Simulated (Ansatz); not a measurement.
# AlH2(vinyl) (C2H5Al): a spread of methods and bases

Aim: run AlH2(vinyl) (C2H5Al) under a spread of inputs, and see what each costs and gives.

Program: Ansatz 0.2.0, Gaussian basis. Level of theory: the settings change from run to run. These are calculated values, not measurements.

### Step 1. The relaxed structure

The structure was relaxed beforehand with PBE0-D4 in a triple-zeta def2 set.

8 atoms, charge 0, spin multiplicity 1.

Atoms are counted from 1 here; the program's logs count them from 0.

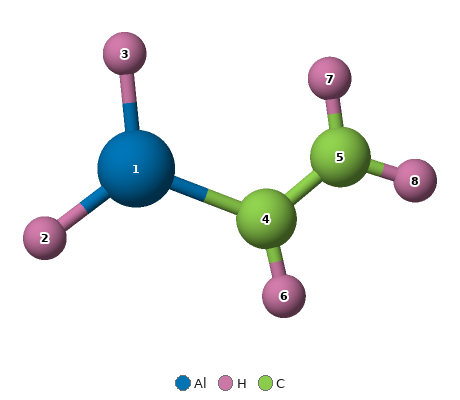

The geometry (aluminium blue, hydrogen pink, carbon green); atoms are numbered from 1 in the order of the file.

### Step 2. wB97/aug-cc-pVDZ

The input, in.yaml:

```yaml
crystal:
  periodic: [false, false, false]
  atoms:
    - {symbol: Al, position_ang: [0.826764, 1.166967, -0.389542]}
    - {symbol: H, position_ang: [1.951627, 1.569519, -1.435264]}
    - {symbol: H, position_ang: [0.288613, 2.210827, 0.680167]}
    - {symbol: C, position_ang: [0.048754, -0.607470, -0.345579]}
    - {symbol: C, position_ang: [-0.877839, -0.897776, 0.573098]}
    - {symbol: H, position_ang: [0.325383, -1.406546, -1.033496]}
    - {symbol: H, position_ang: [-1.216023, -0.158510, 1.296920]}
    - {symbol: H, position_ang: [-1.347270, -1.877001, 0.653697]}
basis:
  gaussian: {orbitals: aug-cc-pVDZ}
hamiltonian: {xc: {name: wB97}}
output: {forces: true}
```

The run is started by

```console
ansatz run in.yaml --threads 4 --pin off --events-out ev --progress --plain --max-ram 3916MiB
```

Log (excerpt; [...] marks lines left out):

```text
Functional definition: wB97
  name "wB97"
  cite "Chai & Head-Gordon, J. Chem. Phys. 128, 084106 (2008) doi:10.1063/1.2834918"
  cite "Becke, J. Chem. Phys. 107, 8554 (1997) doi:10.1063/1.475007"
[...]
  # The coefficients of nought are those of the uniform gas.
[...]
      + integral(e_c_pw_opposite_spin*poly(b97_u_opposite, 1, cos1, cos2, cos3, cos4))
1110 factors; their error is unknown
658 factors; integrals over basis functions are off by at most 9.0e-6 eV
[...]
mean field -8750.49541160 eV, -321.5747750776 hartree, gradient 1.7e-5 eV, S^2 0.000000; 0 other end points of the search recorded, 0 dependent functions left out
[...]
reference -8750.49538918 eV, -321.5747742537 hartree; 15, 15 occupied and 103, 103 virtual orbitals, 1110 factors
Total energy: -8750.49538918 eV, -321.5747742537 hartree
Atom 0 at     0.826764     1.166967    -0.389542 Å, force     0.090717     0.180356    -0.016821 eV/Å
Atom 1 at     1.951627     1.569519    -1.435264 Å, force     0.012330     0.017550    -0.009504 eV/Å
Atom 2 at     0.288613     2.210827     0.680167 Å, force    -0.009016     0.015338     0.018146 eV/Å
Atom 3 at     0.048754    -0.607470    -0.345579 Å, force     0.241566     0.174289    -0.202031 eV/Å
Atom 4 at    -0.877839    -0.897776     0.573098 Å, force    -0.184712    -0.072522     0.165314 eV/Å
Atom 5 at     0.325383    -1.406546    -1.033496 Å, force     0.066388    -0.258452    -0.181862 eV/Å
Atom 6 at    -1.216023    -0.158510     1.296920 Å, force    -0.091933     0.219204     0.217791 eV/Å
Atom 7 at    -1.347270    -1.877001     0.653697 Å, force    -0.125340    -0.275763     0.008968 eV/Å
Dipole moment:    -0.073674    -0.146477     0.013179 e Å
```

It took 3.1 s on 4 threads of Arm Neoverse V1, shared host.

Largest force 0.360 eV/Å, dipole 0.79 D.

### Step 3. wB97M-V/def2-SVPD

Set apart from the defaults: relativity set to none.

in.yaml: that of step 2 with these lines changed.

```diff
@@ -12,4 +12,5 @@
 basis:
-  gaussian: {orbitals: aug-cc-pVDZ}
-hamiltonian: {xc: {name: wB97}}
+  gaussian: {orbitals: def2-SVPD}
+hamiltonian: {xc: {name: wB97M-V}, pseudopotentials: {relativity: none}}
+scf: {omitted_lower_state_checks: [starts]}
 output: {forces: true}
```

Same command.

Log (excerpt; [...] marks lines left out):

```text
Functional definition: wB97M-V
  name "wB97M-V"
  cite "Mardirossian & Head-Gordon, J. Chem. Phys. 144, 214110 (2016) doi:10.1063/1.4952647"
  cite "Becke, J. Chem. Phys. 107, 8554 (1997) doi:10.1063/1.475007"
  cite "Vydrov & Van Voorhis, J. Chem. Phys. 133, 244103 (2010) doi:10.1063/1.3521275"
  # Of w^i u^j: cxij and so on, Table III.
[...]
  gx(w, u) = 1 - cx + cx01*u + cx10*w
  gss(w, u) = css00 + css04*u^4 + css10*w + css20*w^2 + css43*w^4*u^3
  gos(w, u) = cos00 + cos10*w + (cos20 + cos21*u)*w^2 + (cos60 + cos61*u)*w^6
[...]
      + integral(e_c_pw_mod_opposite_spin*gos(b97_w_opposite, b97_u_opposite)) + vv10(b, c)
[...]
896 factors; their error is unknown
388 factors; integrals over basis functions are off by at most 9.1e-6 eV
[...]
reference -8745.80818205 eV, -321.4025225687 hartree; 15, 15 occupied and 89, 89 virtual orbitals, 896 factors
Total energy: -8745.80818205 eV, -321.4025225687 hartree
Atom 0 at     0.826764     1.166967    -0.389542 Å, force     0.078101     0.179680    -0.003074 eV/Å
Atom 1 at     1.951627     1.569519    -1.435264 Å, force    -0.062918    -0.020025     0.055863 eV/Å
Atom 2 at     0.288613     2.210827     0.680167 Å, force     0.028810    -0.050636    -0.053777 eV/Å
Atom 3 at     0.048754    -0.607470    -0.345579 Å, force     0.226951     0.204903    -0.170496 eV/Å
Atom 4 at    -0.877839    -0.897776     0.573098 Å, force    -0.162273    -0.066147     0.143270 eV/Å
Atom 5 at     0.325383    -1.406546    -1.033496 Å, force     0.042673    -0.203305    -0.129133 eV/Å
Atom 6 at    -1.216023    -0.158510     1.296920 Å, force    -0.064736     0.152645     0.156171 eV/Å
Atom 7 at    -1.347270    -1.877001     0.653697 Å, force    -0.086610    -0.197115     0.001175 eV/Å
Dipole moment:    -0.079382    -0.153195     0.016424 e Å
Checks for a lower state left out: starts
```

It took 3.8 s on 4 threads of Arm Neoverse V1, shared host.

Largest force 0.350 eV/Å, dipole 0.83 D.

### Step 4. r2SCAN/def2-mTZVP

This run has D4 dispersion, the search for lower states set to off.

in.yaml: that of step 3 with these lines changed.

```diff
@@ -12,5 +12,5 @@
 basis:
-  gaussian: {orbitals: def2-SVPD}
-hamiltonian: {xc: {name: wB97M-V}, pseudopotentials: {relativity: none}}
-scf: {omitted_lower_state_checks: [starts]}
+  gaussian: {orbitals: def2-mTZVP}
+hamiltonian: {xc: {name: r2SCAN}, dispersion: d4}
+scf: {lower_state_search: off}
 output: {forces: true}
```

Same command.

Log (excerpt; [...] marks lines left out):

```text
Functional definition: r2SCAN
  name "r2SCAN"
  cite "Furness, Kaplan, Ning, Perdew & Sun, J. Phys. Chem. Lett. 11, 8208 (2020) doi:10.1021/acs.jpclett.0c02405"
  cite "Furness, Kaplan, Ning, Perdew & Sun, J. Phys. Chem. Lett. 11, 9248 (2020) doi:10.1021/acs.jpclett.0c03077"
  parent r2scan
[...]
819 factors; their error is unknown
[...]
mean field -8749.54479530 eV, -321.5398405729 hartree, gradient 6.1e-6 eV, S^2 0.000000; 0 other end points of the search recorded, 0 dependent functions left out
[...]
reference -8749.54480835 eV, -321.5398410523 hartree; 15, 15 occupied and 60, 60 virtual orbitals, 819 factors
Total energy: -8749.57322117 eV, -321.5408852042 hartree
Atom 0 at     0.826764     1.166967    -0.389542 Å, force     0.051731     0.048963    -0.036284 eV/Å
Atom 1 at     1.951627     1.569519    -1.435264 Å, force     0.023863     0.012035    -0.023846 eV/Å
Atom 2 at     0.288613     2.210827     0.680167 Å, force    -0.014316     0.015066     0.024572 eV/Å
Atom 3 at     0.048754    -0.607470    -0.345579 Å, force     0.131267     0.096227    -0.114010 eV/Å
Atom 4 at    -0.877839    -0.897776     0.573098 Å, force    -0.118854    -0.056250     0.098348 eV/Å
Atom 5 at     0.325383    -1.406546    -1.033496 Å, force     0.009661    -0.063509    -0.025446 eV/Å
Atom 6 at    -1.216023    -0.158510     1.296920 Å, force    -0.037207    -0.003335     0.052461 eV/Å
Atom 7 at    -1.347270    -1.877001     0.653697 Å, force    -0.046145    -0.049197     0.024205 eV/Å
Dipole moment:    -0.093369    -0.165598     0.026732 e Å
Checks for a lower state left out: stability, starts, cluster_reference, orbital_swaps, neighbouring_geometries, increment
```

It took 1.1 s on 4 threads of Arm Neoverse V1, shared host.

Largest force 0.199 eV/Å, dipole 0.92 D.

### Step 5. LC-wPBE/def2-mTZVPP

Set apart from the defaults: the search for lower states set to light.

in.yaml: that of step 4 with these lines changed.

```diff
@@ -12,5 +12,4 @@
 basis:
-  gaussian: {orbitals: def2-mTZVP}
-hamiltonian: {xc: {name: r2SCAN}, dispersion: d4}
-scf: {lower_state_search: off}
-output: {forces: true}
+  gaussian: {orbitals: def2-mTZVPP}
+hamiltonian: {xc: {name: LC-wPBE}}
+scf: {lower_state_search: light}
```

The command is unchanged.

Log (excerpt; [...] marks lines left out):

```text
Functional definition: LC-wPBE
  name "LC-wPBE"
  cite "Vydrov & Scuseria, J. Chem. Phys. 125, 234109 (2006) doi:10.1063/1.2409292"
  cite "Heyd & Scuseria, J. Chem. Phys. 120, 7274 (2004) doi:10.1063/1.1668634"
  cite "Ernzerhof & Perdew, J. Chem. Phys. 109, 3313 (1998) doi:10.1063/1.476928"
  cite "Perdew, Burke & Ernzerhof, Phys. Rev. Lett. 77, 3865 (1996) doi:10.1103/PhysRevLett.77.3865"
  parent pbe
[...]
889 factors; their error is unknown
284 factors; integrals over basis functions are off by at most 2.9e-5 eV
[...]
mean field -8748.06280715 eV, -321.4853785129 hartree, gradient 6.6e-5 eV, S^2 0.000000; 0 other end points of the search recorded, 0 dependent functions left out
reference -8748.06280716 eV, -321.4853785132 hartree; 15, 15 occupied and 70, 70 virtual orbitals, 889 factors
Total energy: -8748.06280716 eV, -321.4853785132 hartree
```

Run time: 0.7 s. Hardware: 4 threads of Arm Neoverse V1, shared host.

### Step 6. The runs in one table

```tsv
level	charge	multiplicity	geometry	functions	energy (eV)	time
wB97/aug-cc-pVDZ	0	1	relaxed	118	-8750.495	3.1 s
wB97M-V/def2-SVPD	0	1	relaxed	104	-8745.808	3.8 s
r2SCAN/def2-mTZVP	0	1	relaxed	75	-8749.573	1.1 s
LC-wPBE/def2-mTZVPP	0	1	relaxed	85	-8748.063	0.7 s
```

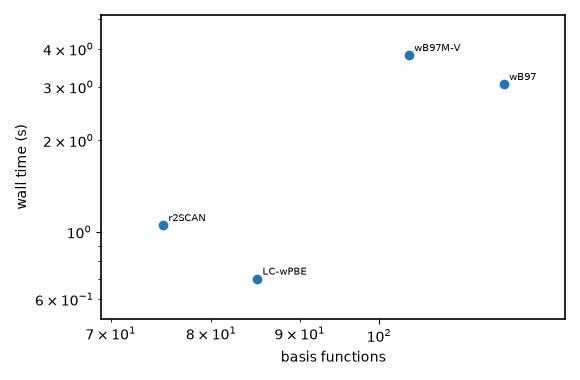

Wall time against the number of basis functions (shared host).

### Step 7. What came out

```
                                         quantity                       value
                                             runs                           4
                                         quickest  LC-wPBE/def2-mTZVPP, 0.7 s
                                          slowest    wB97M-V/def2-SVPD, 3.8 s
spread of total energies, same state and geometry                      4.7 eV
                  dipole, same state and geometry              0.79 to 0.92 D
```

**Reading.** Run time spans a factor of 5, from LC-wPBE/def2-mTZVPP to wB97M-V/def2-SVPD. The jobs differ in tasks and options as well as level. The totals spread over 5 eV; they can't be compared across methods or bases. At the PBE0-D4/def2-TZVP geometry and in the same state, runs without warnings or point charges leave forces up to 0.36 eV/Å (wB97/aug-cc-pVDZ). At that geometry and state the dipole changes by 17 % between the lowest and highest value.
